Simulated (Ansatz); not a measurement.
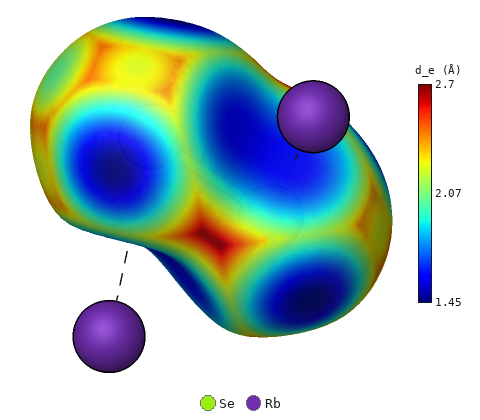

Hirshfeld surface computed for one Se2 unit (covalently bonded non-metal atoms) in RbNaSe$_{2}$ (P6_3/mmc, No. 194), coloured by d_e. Dashed lines lead to the closest neighbours outside.

The surface is where the fragment's share of the procrystal density (the sum of the densities of spherically averaged neutral Hartree-Fock atoms) equals one half. d_i and d_e are the distances from the surface to the nearest nucleus inside and outside. From Rb on the atoms have core potentials, so only their outer electrons count.

The cell is taken from the end point of a relaxation with DFT PBE, scalar-relativistic, plane waves, PAW in Ansatz 0.2.0; the starting structure was generated, so it need not be a known form of this composition.

```
Rb Na Se
1.0
     5.33529    0.00000    0.00000
    -2.66765    4.62050    0.00000
     0.00000    0.00000   10.49953
Rb Na Se
2 2 4
Direct
  0.33333 0.66667 0.25000
  0.66667 0.33333 0.75000
  0.00000 0.00000 0.00000
  0.00000 0.00000 0.50000
  0.33333 0.66667 0.63226
  0.66667 0.33333 0.13226
  0.66667 0.33333 0.36774
  0.33333 0.66667 0.86774
```

What is the shortest distance from the fragment to an atom outside it?

Se–Rb, 3.32 Å.

How is the surface shared among contacts (nearest atom inside ··· nearest atom outside)?

Se···Na 47 %, Se···Rb 45 %, Se···Se 7.7 %. The surface faces 11 neighbours with more than 2 % of its area each: 6 Na + 5 Rb.

Give the size and shape of the surface.

It encloses about 58 Å³, has an area of about 79 Å² and a globularity of 0.92 (1 for a sphere).
